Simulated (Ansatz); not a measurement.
# OF (Oxygen monofluoride) at RPA@PBE/STO-3G

Aim: the energy change on altering one bond length of OF (Oxygen monofluoride) at RPA@PBE/STO-3G, from 2 runs. 

The calculation is run with Ansatz 0.2.0.

48 further runs of the same task are left out: 7 that didn't finish, 41 set aside as unsound or not needed.

## 1. The structure to begin with

The species is OF (2 atoms), meant as a doublet with charge 0. SMILES: `[O]F`. The coordinates come from a PBE0-D4/def2-TZVP relaxation.

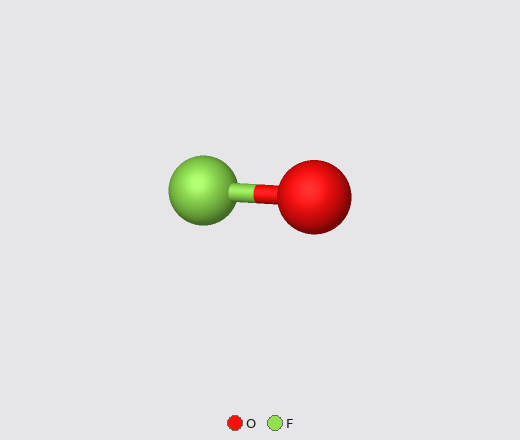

Viewed from a chosen angle; oxygen red, fluorine green.

## 2. The energy at RPA@PBE/STO-3G

Input file input.yaml:

```yaml
crystal:
  periodic: [false, false, false]
  atoms:
    - {symbol: O, position_ang: [0.000000, 0.000000, -0.015950]}
    - {symbol: F, position_ang: [-0.000000, -0.000000, 1.314400]}
basis:
  gaussian:
    orbitals: STO-3G
accuracy: high
magnetization:
  spin_polarized: true
  initial_magnetization: 1
correlation:
  method: rpa
  frozen_orbitals: {F: 1, O: 1}
total_charge: 0
hamiltonian:
  xc: {name: PBE}
```

Run with:

```console
ansatz run input.yaml --threads 1 --pin off --max-ram 3480MiB --events-out events.jsonl --progress --plain --runs-dir runs
```

Standard output:

```text
Warning: RAYON_NUM_THREADS=1 ignored (pool sized by the plan → 1); use --threads N
Functional definition: PBE
  name "PBE"
  parameter kappa = 0.804
  parameter beta = 0.06672455060314922
  exchange = pbe_x(kappa = kappa, mu = beta*pi^2/3)
  correlation = pbe_c(beta = beta)
149 factors; integrals over basis functions are off by at most 3.2e-8 eV
mean field evaluation 1: about -4686.0178 eV, gradient 1.8e1 eV
mean field evaluation 2: about -4685.9729 eV, gradient 1.8e1 eV
mean field evaluation 4: about -4687.9815 eV, gradient 3.8e0 eV
mean field evaluation 8: about -4688.0693 eV, gradient 2.4e-2 eV
mean field evaluation 16: about -4688.0693 eV, gradient 8.5e-10 eV
mean field -4688.06931259 eV, -172.2833695501 hartree, gradient 3.4e-9 eV, S^2 0.750377; 2 other end points of the search recorded, 0 dependent functions left out
2 core orbitals not correlated: weight in the atoms' cores, before any rotation towards them, 1.000 or more for the frozen orbitals, at most 0.000 for the correlated occupied ones
reference -4674.27125330 eV, -171.7763002238 hartree; 7, 6 occupied and 1, 2 virtual orbitals, 149 factors
Total energy: -4678.18647231 eV, -171.9201818686 hartree
```

Run time: 0.42 s. Hardware: 1 thread of Intel Xeon 6975P-C (Granite Rapids), shared host.

## 3. The distorted shape, same level

Input file run.yaml:

```yaml
crystal:
  periodic: [false, false, false]
  atoms:
    - symbol: O
      position_ang: [0.000000, 0.000000, -0.348500]
    - symbol: F
      position_ang: [-0.000000, -0.000000, 1.314400]
basis:
  gaussian:
    orbitals: STO-3G
accuracy: high
hamiltonian:
  xc: {name: PBE}
correlation:
  method: rpa
  frozen_orbitals: {F: 1, O: 1}
magnetization:
  spin_polarized: true
  initial_magnetization: 1
```

Run with:

```console
ansatz run run.yaml --threads 1 --pin off --max-ram 3480MiB --events-out events.jsonl --progress --plain --runs-dir runs
```

Standard output, cut to the lines that bear on the results:

```text
Warning: RAYON_NUM_THREADS=1 ignored (pool sized by the plan → 1); use --threads N
[... 2 set-up lines as earlier in the session ...]
[...]
149 factors; integrals over basis functions are off by at most 4.3e-8 eV
[...]
mean field -4686.67428896 eV, -172.2321033774 hartree, gradient 2.4e-8 eV, S^2 0.757907; 8 other end points of the search recorded, 0 dependent functions left out
2 core orbitals not correlated: weight in the atoms' cores, before any rotation towards them, 1.000 or more for the frozen orbitals, at most 0.000 for the correlated occupied ones
reference -4671.43462271 eV, -171.6720559724 hartree; 7, 6 occupied and 1, 2 virtual orbitals, 149 factors
Total energy: -4677.11688100 eV, -171.8808751130 hartree
```

Wall time 0.99 s (1 thread of Intel Xeon 6975P-C (Granite Rapids), shared host).

## 4. Results

Level: RPA@PBE/STO-3G, 2 core orbitals frozen.

| quantity | value |
| --- | --- |
| first shape: total energy | -171.92018 Eh |
| first shape: RPA correlation energy (valence) | -143.9 mEh |
| first shape: ⟨S²⟩ of the reference determinant | 0.750 |
| distorted shape: total energy | -171.88088 Eh |
| distorted shape: RPA correlation energy (valence) | -208.8 mEh |
| distorted shape: ⟨S²⟩ of the reference determinant | 0.758 |
| energy change with the O1–F2 bond stretched from 1.330 to 1.663 Å | 1.070 eV |

In words: With the O1–F2 bond stretched from 1.330 to 1.663 Å the energy rises by 1.07 eV (25 kcal/mol). The first shape isn't relaxed at this level, so the change isn't measured from a minimum. The minimal basis adds a large error of its own.
